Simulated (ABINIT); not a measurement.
# GaN (F-43m): G0W0 with ABINIT, start to end, part 2 of 3

Wanted: ground state, empty states, screening and self-energy for GaN (F-43m).

ABINIT 10.8.3; LDA and many-body steps on it, plane waves. Known limits of the many-body steps: not at the basis limit; no spin-orbit coupling.

So far. Step 2 (Ground state): The gap is direct, at Γ.

## (3) Bands along the symmetry lines

Level of this step: DFT, LDA, plane waves, norm-conserving pseudopotentials (ABINIT).

Levels along a band path, at the cheap level, show where the edges lie and whether the meshes to come will hold them.

Contents of run.abi:

```
acell 3*1.0 Angstrom
rprim 
  0.000000000000 2.253500607500 2.253500607500
  2.253500607500 0.000000000000 2.253500607500
  2.253500607500 2.253500607500 0.000000000000
ntypat 2
znucl 31 7
natom 2
typat 1 2
xred 
  0.000000000000 0.000000000000 0.000000000000
  0.750000000000 0.750000000000 0.750000000000
pp_dirpath "pseudos"
pseudos "Ga.upf, N.upf"
ecut 45
iscf -2
irdden 1
kptopt 0
nkpt 50
kpt 
  0.00000000 0.00000000 0.00000000
  -0.06250000 -0.06250000 0.00000000
  -0.12500000 -0.12500000 0.00000000
  -0.18750000 -0.18750000 0.00000000
  -0.25000000 -0.25000000 0.00000000
  -0.31250000 -0.31250000 0.00000000
  -0.37500000 -0.37500000 0.00000000
  -0.43750000 -0.43750000 0.00000000
  -0.50000000 -0.50000000 0.00000000
  -0.48437500 -0.48437500 0.03125000
  -0.46875000 -0.46875000 0.06250000
  -0.45312500 -0.45312500 0.09375000
  -0.43750000 -0.43750000 0.12500000
  -0.42187500 -0.42187500 0.15625000
  -0.40625000 -0.40625000 0.18750000
  -0.39062500 -0.39062500 0.21875000
  -0.37500000 -0.37500000 0.25000000
  -0.37500000 0.00000000 0.37500000
  -0.32812500 0.00000000 0.32812500
  -0.28125000 0.00000000 0.28125000
  -0.23437500 0.00000000 0.23437500
  -0.18750000 0.00000000 0.18750000
  -0.14062500 0.00000000 0.14062500
  -0.09375000 0.00000000 0.09375000
  -0.04687500 0.00000000 0.04687500
  0.00000000 0.00000000 0.00000000
  0.00000000 0.00000000 0.06250000
  0.00000000 0.00000000 0.12500000
  0.00000000 0.00000000 0.18750000
  0.00000000 0.00000000 0.25000000
  0.00000000 0.00000000 0.31250000
  0.00000000 0.00000000 0.37500000
  0.00000000 0.00000000 0.43750000
  0.00000000 0.00000000 0.50000000
  -0.06250000 -0.03125000 0.46875000
  -0.12500000 -0.06250000 0.43750000
  -0.18750000 -0.09375000 0.40625000
  -0.25000000 -0.12500000 0.37500000
  -0.31250000 -0.15625000 0.34375000
  -0.37500000 -0.18750000 0.31250000
  -0.43750000 -0.21875000 0.28125000
  -0.50000000 -0.25000000 0.25000000
  -0.50000000 -0.28125000 0.21875000
  -0.50000000 -0.31250000 0.18750000
  -0.50000000 -0.34375000 0.15625000
  -0.50000000 -0.37500000 0.12500000
  -0.50000000 -0.40625000 0.09375000
  -0.50000000 -0.43750000 0.06250000
  -0.50000000 -0.46875000 0.03125000
  -0.50000000 -0.50000000 0.00000000
istwfk *1
nband 23
nbdbuf 5
tolwfr 1e-07
nstep 50
prtwf 0
prtvol 0
indata_prefix "in"
outdata_prefix "out"
tmpdata_prefix "tmp"
```

Command:

```sh
> OMP_NUM_THREADS=1 mpirun -n 8 abinit run.abi > log
```

Numbers of over 12 decimals in the logs are rounded to 6 here.

The log of the run:

```text
.Version 10.8.3 of ABINIT. v10.8.2 released Aug 2026.

 Symmetries : space group F-4 3 m (#216); Bravais cF (face-center cubic)
[... echo of the input left out ...]
== DATASET  1 ==================================================================
-   mpi_nproc: 8, omp_nthreads: 1 (-1 if OMP is not activated)

--- !DatasetInfo
iteration_state: {dtset: 1, }
dimensions: {natom: 2, nkpt: 50, mband: 23, nsppol: 1, nspinor: 1, nspden: 1, mpw: 2252, }
cutoff_energies: {ecut:  45.0, pawecutdg:  -1.0, }
electrons: {nelect:   2.60000000E+01, charge:   0.00000000E+00, occopt:   1.00000000E+00, tsmear:   1.00000000E-02, }

 Real(R)+Recip(G) space primitive vectors, cartesian coordinates (Bohr,Bohr^-1):
 R(1)=  0.0000000  4.2584990  4.2584990  G(1)= -0.1174123  0.1174123  0.1174123
 R(2)=  4.2584990  0.0000000  4.2584990  G(2)=  0.1174123 -0.1174123  0.1174123
 R(3)=  4.2584990  4.2584990  0.0000000  G(3)=  0.1174123  0.1174123 -0.1174123
 Unit cell volume ucvol=  1.5445417E+02 bohr^3
 Angles (23,13,12)=  6.00000000E+01  6.00000000E+01  6.00000000E+01 degrees

 getcut: wavevector=  0.0000  0.0000  0.0000  ngfft=  40  40  40
         ecut(hartree)=     45.000   => boxcut(ratio)=   2.19947

--- Pseudopotential description ------------------------------------------------
- Ga Generated using ONCVPSP code by D. R. Hamann
- 31.00000  21.00000  180309                  znucl, zion, pspdat
12 -1012 2 -1 1858                            pspcod,pspxc,lmax,lloc,mmax
     nproj     2     2     2
  pspatm : epsatm=   21.89818218
         --- l  ekb(1:nproj) -->
             0    4.942386   -1.222782
             1   -5.724586   -1.365263
             2  -10.663097   -3.851155
 pspatm: atomic psp has been read  and splines computed

- N Generated using ONCVPSP code by D. R. Hamann
-  7.00000   5.00000  180309                  znucl, zion, pspdat
12 -1012 1 -1 1058                            pspcod,pspxc,lmax,lloc,mmax
     nproj     2     2     0
  pspatm : epsatm=    5.30777321
         --- l  ekb(1:nproj) -->
[...]
pspatm: atomic psp has been read  and splines computed

--------------------------------------------------------------------------------

================================================================================
 prteigrs : about to open file out_EIG
 Non-SCF case, kpt    1 (  0.00000  0.00000  0.00000), residuals and eigenvalues=
  1.34E-08  2.75E-08  4.93E-08  7.72E-08  1.14E-08  1.71E-08  2.65E-08  4.48E-08
  8.42E-08  6.38E-08  2.44E-08  2.99E-08  6.76E-08  1.61E-08  1.38E-08  2.02E-08
  4.90E-08  3.61E-08  5.51E-08  2.10E-08  7.75E-07  2.78E-07  2.45E-05
 -4.9590E+00 -3.1641E+00 -3.1641E+00 -3.1641E+00 -3.4194E-01 -2.6273E-01
 -2.6273E-01 -2.6273E-01 -2.5143E-01 -2.5143E-01  2.3818E-01  2.3818E-01
  2.3818E-01  3.0259E-01  6.1142E-01  6.1142E-01  6.1142E-01  8.7394E-01
  9.2420E-01  9.2420E-01  9.2420E-01  9.6414E-01  9.6414E-01
[...]
9.5060E-01  9.6379E-01  9.6379E-01  9.7804E-01  1.0325E+00
[...]
Non-SCF case, kpt   49 ( -0.50000 -0.46875  0.03125), residuals and eigenvalues=
[...]
1.0357E+00  1.1496E+00  1.1560E+00  1.1799E+00  1.2711E+00
 Non-SCF case, kpt   50 ( -0.50000 -0.50000  0.00000), residuals and eigenvalues=
[...]
-2.5193E-01 -2.5193E-01 -2.4853E-01 -1.8051E-01  9.9533E-03  1.3805E-01
  1.3805E-01  3.5886E-01  4.7681E-01  6.6096E-01  7.4340E-01  7.4340E-01
  1.0333E+00  1.1507E+00  1.1765E+00  1.1765E+00  1.2524E+00

--- !ResultsGS
iteration_state: {dtset: 1, }
comment   : Summary of ground state results
lattice_vectors:
- [  0.0000000,   4.2584990,   4.2584990, ]
- [  4.2584990,   0.0000000,   4.2584990, ]
- [  4.2584990,   4.2584990,   0.0000000, ]
lattice_lengths: [   6.02243,    6.02243,    6.02243, ]
lattice_angles: [ 60.000,  60.000,  60.000, ] # degrees, (23, 13, 12)
lattice_volume:   1.5445417E+02
convergence: {deltae:  0.000E+00, res2:  0.000E+00, residm:  9.951E-08, diffor:  0.000E+00, }
etotal    :  -2.58349317E+02
entropy   :   0.00000000E+00
fermie    :   2.38182463E-01
cartesian_stress_tensor: null
pressure_GPa: null
xred      :
- [  0.0000E+00,   0.0000E+00,   0.0000E+00, Ga]
- [  7.5000E-01,   7.5000E-01,   7.5000E-01,  N]
cartesian_forces: null
force_length_stats: {min: null, max: null, mean: null, }

 Integrated electronic density in atomic spheres:
 ------------------------------------------------
 Atom  Sphere_radius  Integrated_density
[...]
================================================================================

 ----iterations are completed or convergence reached----

 Mean square residual over all n,k,spin=   39.830E-09; max=  99.505E-09
 reduced coordinates (array xred) for    2 atoms
       0.000000000000      0.000000000000      0.000000000000
       0.750000000000      0.750000000000      0.750000000000

 cartesian coordinates (angstrom) at end:
    1      0.000000     0.000000     0.000000
    2      3.380251     3.380251     3.380251
 length scales=  1.889726125908  1.889726125908  1.889726125908 bohr
              =  1.000000000000  1.000000000000  1.000000000000 angstroms
 prteigrs : about to open file out_EIG
 Eigenvalues (hartree) for nkpt=  50  k points:
 kpt#   1, nband= 23, wtk=  1.00000, kpt=  0.0000  0.0000  0.0000 (reduced coord)
[...]
kpt#   2, nband= 23, wtk=  1.00000, kpt= -0.0625 -0.0625  0.0000 (reduced coord)
[...]
kpt#   3, nband= 23, wtk=  1.00000, kpt= -0.1250 -0.1250  0.0000 (reduced coord)
[...]
kpt#  49, nband= 23, wtk=  1.00000, kpt= -0.5000 -0.4687  0.0313 (reduced coord)
[...]
0.73882    0.74448    1.03570    1.14958    1.15596    1.17990    1.27109
 kpt#  50, nband= 23, wtk=  1.00000, kpt= -0.5000 -0.5000  0.0000 (reduced coord)
  -4.95898   -3.16424   -3.16413   -3.16413   -0.30714   -0.25987   -0.25193   -0.25193
  -0.24853   -0.18051    0.00995    0.13805    0.13805    0.35886    0.47681    0.66096
   0.74340    0.74340    1.03330    1.15066    1.17649    1.17649    1.25241

== END DATASET(S) ==============================================================
================================================================================

 -outvars: echo values of variables after computation  --------
            nband          23
             nkpt          50
          spgroup         216
 [... the other variables as echoed above ...]

 Calculation completed.
```

Run time: 6.3 s. Hardware: 8 MPI ranks of Arm Neoverse V2, shared host; peak memory 0.51 GiB; 49 s of CPU time.

This step gave:

```yaml
gap: 1.753 eV
k_of_the_valence_top: 0, 0, 0
k_of_the_conduction_bottom: 0, 0, 0
least_direct_gap: 1.753 eV
```

The gap is 1.753 eV, as in the run before at this level.

Electronic bands along the path, in eV, zero at the top of the highest filled band:

| point | band 10 | band 11 | band 12 | band 13 | band 14 | band 15 | band 16 | band 17 |
| --- | --- | --- | --- | --- | --- | --- | --- | --- |
| Γ | -13.32 | 0.00 | 0.00 | 0.00 | 1.75 | 10.16 | 10.16 | 10.16 |
| X | -11.39 | -6.21 | -2.72 | -2.72 | 3.28 | 6.49 | 11.50 | 13.75 |
| U | -11.24 | -5.95 | -4.30 | -2.19 | 4.91 | 7.71 | 10.89 | 12.67 |
| jump to K | -11.24 | -5.95 | -4.30 | -2.19 | 4.91 | 7.71 | 10.89 | 12.67 |
| Γ | -13.32 | 0.00 | 0.00 | 0.00 | 1.75 | 10.16 | 10.16 | 10.16 |
| L | -11.89 | -7.11 | -0.98 | -0.98 | 4.55 | 8.60 | 10.24 | 10.24 |
| W | -11.11 | -5.78 | -3.73 | -3.68 | 6.14 | 8.22 | 10.18 | 10.93 |
| X | -11.39 | -6.21 | -2.72 | -2.72 | 3.28 | 6.49 | 11.50 | 13.75 |

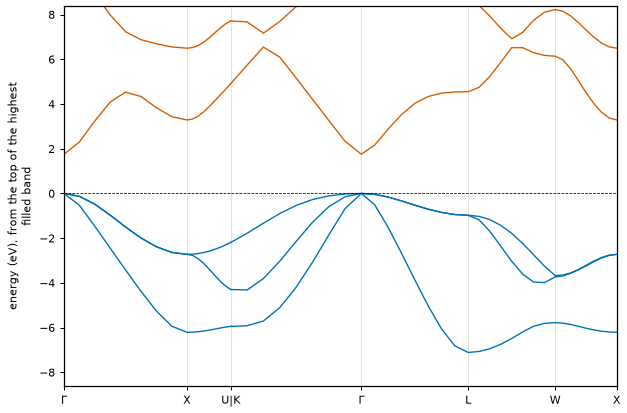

Electronic bands along the path; lines of filled and empty bands in two colours.

## (4) Empty states on the mesh, 6×6×6 mesh, 131 bands

The sums over transitions need many empty states on a uniform mesh; this step solves for them.

Contents of run.abi:

```
acell 3*1.0 Angstrom
rprim 
  0.000000000000 2.253500607500 2.253500607500
  2.253500607500 0.000000000000 2.253500607500
  2.253500607500 2.253500607500 0.000000000000
ntypat 2
znucl 31 7
natom 2
typat 1 2
xred 
  0.000000000000 0.000000000000 0.000000000000
  0.750000000000 0.750000000000 0.750000000000
pp_dirpath "pseudos"
pseudos "Ga.upf, N.upf"
ecut 45
ngkpt 6 6 6
nshiftk 1
shiftk 0 0 0
kptopt 1
chksymbreak 0
irdden 1
istwfk *1
nband 131
prtvol 0
optdriver 6
gwr_task "HDIAGO"
paral_kgb 0
occopt 1
indata_prefix "in"
outdata_prefix "out"
tmpdata_prefix "tmp"
```

The log of the run:

```text
[banner, memory and clock lines left out]
.Version 10.8.3 of ABINIT. v10.8.2 released Aug 2026.

 Symmetries : space group F-4 3 m (#216); Bravais cF (face-center cubic)
[... echo of the input left out ...]
== DATASET  1 ==================================================================
-   mpi_nproc: 8, omp_nthreads: 1 (-1 if OMP is not activated)

--- !DatasetInfo
iteration_state: {dtset: 1, }
dimensions: {natom: 2, nkpt: 16, mband: 131, nsppol: 1, nspinor: 1, nspden: 1, mpw: 2252, }
cutoff_energies: {ecut:  45.0, pawecutdg:  -1.0, }
electrons: {nelect:   2.60000000E+01, charge:   0.00000000E+00, occopt:   1.00000000E+00, tsmear:   1.00000000E-02, }

.Using double precision arithmetic; gwpc =  8

- Reading GS density from: in_DEN

--- Pseudopotential description ------------------------------------------------
- Ga Generated using ONCVPSP code by D. R. Hamann
- 31.00000  21.00000  180309                  znucl, zion, pspdat
12 -1012 2 -1 1858                            pspcod,pspxc,lmax,lloc,mmax
     nproj     2     2     2
  pspatm : epsatm=   21.89818218
         --- l  ekb(1:nproj) -->
             0    4.942386   -1.222782
             1   -5.724586   -1.365263
             2  -10.663097   -3.851155
 pspatm: atomic psp has been read  and splines computed

- N Generated using ONCVPSP code by D. R. Hamann
-  7.00000   5.00000  180309                  znucl, zion, pspdat
12 -1012 1 -1 1058                            pspcod,pspxc,lmax,lloc,mmax
     nproj     2     2     0
  pspatm : epsatm=    5.30777321
         --- l  ekb(1:nproj) -->
             0    7.408032    0.617798
             1   -4.361519   -1.032581
 pspatm: atomic psp has been read  and splines computed

   7.07354840E+02                                ecore*ucvol(ha*bohr**3)

 Total charge density [el/Bohr^3]
)     Maximum=    6.4775E+00  at reduced coord.    0.9500    0.9750    0.9750
)     Minimum=    5.5907E-03  at reduced coord.    0.5000    0.5000    0.5000
   Integrated=    2.6000E+01

 === KS gaps after direct diagonalization ===
 Direct band gap semiconductor
 Fundamental gap:     1.753 (eV)
   VBM:     6.481 (eV) at k: [ 0.0000E+00,  0.0000E+00,  0.0000E+00]
   CBM:     8.234 (eV) at k: [ 0.0000E+00,  0.0000E+00,  0.0000E+00]
 Direct gap:         1.753 (eV) at k: [ 0.0000E+00,  0.0000E+00,  0.0000E+00]

== END DATASET(S) ==============================================================

 -outvars: echo values of variables after computation  --------
           etotal      0.0000000000E+00
            nband         131
             nkpt          16
          spgroup         216
 [... the other variables as echoed above ...]

 Calculation completed.
```

The job ended after 22 s (8 MPI ranks; peak memory 2.6 GiB).

This step gave:

| Property | Result |
| --- | --- |
| gap | 1.753 eV |
| k of the valence top | 0, 0, 0 |
| k of the conduction bottom | 0, 0, 0 |
| least direct gap | 1.753 eV |
| k points computed | 16 |
| lowest point of the top converged band, above the valence top | 151.9548 eV |

On this mesh the gap is 1.753 eV.

## (5) Screening, 6×6×6 mesh, 123 bands, screening to 244.9 eV

The RPA dielectric matrix is built and inverted for each q.

This step: RPA screening on LDA, plane waves, norm-conserving pseudopotentials.

Changes to run.abi since step 4:

```diff
@@ -20,10 +20,11 @@
 chksymbreak 0
-irdden 1
 istwfk *1
-nband 131
-prtvol 0
-optdriver 6
-gwr_task "HDIAGO"
-paral_kgb 0
 occopt 1
+irdwfk 1
+optdriver 3
+nband 123
+ecuteps 9
+inclvkb 2
+awtr 1
+symchi 1
 indata_prefix "in"
```

The log of the run:

```text
.Version 10.8.3 of ABINIT. v10.8.2 released Aug 2026.

 Symmetries : space group F-4 3 m (#216); Bravais cF (face-center cubic)
[... echo of the input left out ...]
== DATASET  1 ==================================================================
-   mpi_nproc: 8, omp_nthreads: 1 (-1 if OMP is not activated)

--- !DatasetInfo
iteration_state: {dtset: 1, }
dimensions: {natom: 2, nkpt: 16, mband: 123, nsppol: 1, nspinor: 1, nspden: 1, mpw: 2252, }
cutoff_energies: {ecut:  45.0, pawecutdg:  -1.0, }
electrons: {nelect:   2.60000000E+01, charge:   0.00000000E+00, occopt:   1.00000000E+00, tsmear:   1.00000000E-02, }

 SCREENING: Calculation of the susceptibility and dielectric matrices

 Based on a program developped by R.W. Godby, V. Olevano, G. Onida, and L. Reining.
 Incorporated in ABINIT by V. Olevano, G.-M. Rignanese, and M. Torrent.
.Using double precision arithmetic ; gwpc =  8

[... cell and pseudopotentials left out ...]
--------------------------------------------------------------------------------

 ==== K-mesh for the wavefunctions ====
 Number of points in the irreducible wedge :    16
[... list of points left out ...]
 Together with 24 symmetry operations and time-reversal symmetry
 yields   216 points in the full Brillouin Zone.

 ==== Q-mesh for the screening function ====
 Number of points in the irreducible wedge :    16
[... list of points left out ...]
 Together with 24 symmetry operations and time-reversal symmetry
 yields   216 points in the full Brillouin Zone.

 setmesh: FFT mesh size selected  =    27x   27x   27
          total number of points  =        19683

 vcoul_init : cutoff-mode = AUXILIARY_FUNCTION
 q-points for optical limit:   1
     1)      0.000010    0.000020    0.000030

- screening: taking advantage of time-reversal symmetry
- Maximum band index for partially occupied states nbvw = 13
- Remaining bands to be divided among processors   nbcw = 110
- Number of bands treated by each node ~13

 Number of electrons calculated from density =   26.0000; Expected =   26.0000
 average of density, n =  0.168335
 r_s =    1.1235
 omega_plasma =   39.5770 [eV]

 calculating chi0 at frequencies [eV] :
  1    0.000000E+00    0.000000E+00
  2    0.000000E+00    3.957696E+01

--------------------------------------------------------------------------------
  q-point number  1        q = ( 0.000000, 0.000000, 0.000000) [r.l.u.]
--------------------------------------------------------------------------------
[... chi0 elements left out ...]
 For q-point:  0.000010 0.000020 0.000030
  dielectric constant =   6.5050
  dielectric constant without local fields =   6.9796

  Average fulfillment of the sum rule on Im[epsilon] for q-point    1 :     57.14  [%]
[... wings left out ...]
  q-point number  2        q = ( 0.166667, 0.000000, 0.000000) [r.l.u.]
--------------------------------------------------------------------------------
[... chi0 elements left out ...]
  Average fulfillment of the sum rule on Im[epsilon] for q-point    2 :     69.05  [%]

 [... 14 further q-points ...]
```

The job ended after 80 s (8 MPI ranks; peak memory 1.9 GiB; 11 min of CPU time).

Numbers from this step:

```
ε∞ with local fields, on this mesh, along the program's q direction : 6.505
the same without local fields                                       : 6.980
plasma frequency                                                    : 39.58 eV
plane waves in the screening matrix                                 : 181
```

Local fields lower ε∞ by 7 %.

[end of part 2 of 3]

[Paths, hosts, dates, memory and timing lines, banners, echoed tables and standing remarks are left out of the program output.]

[Logs are printed without paths, hosts, clocks, repeated set-up lines and the standing remarks that a program may print on its own settings, such as how far it seeks lower states.]

[Runs of the session that timed out or met a known fault of the program may be left out.]

[Hosts, paths, dates, database ids (printed as entryN), source tags and the programs' standing remarks are cut or masked in the printed files.]

[G0W0 gaps are taken among the corrected bands and points alone; a level outside them can change the order at an edge.]

[Where Ansatz stands beside ABINIT at settings called matched, ABINIT's density can come from a denser mesh and the files from another edition; pairs whose starting gaps differed by over 0.03 eV were left out, so agreement reads better than it is.]
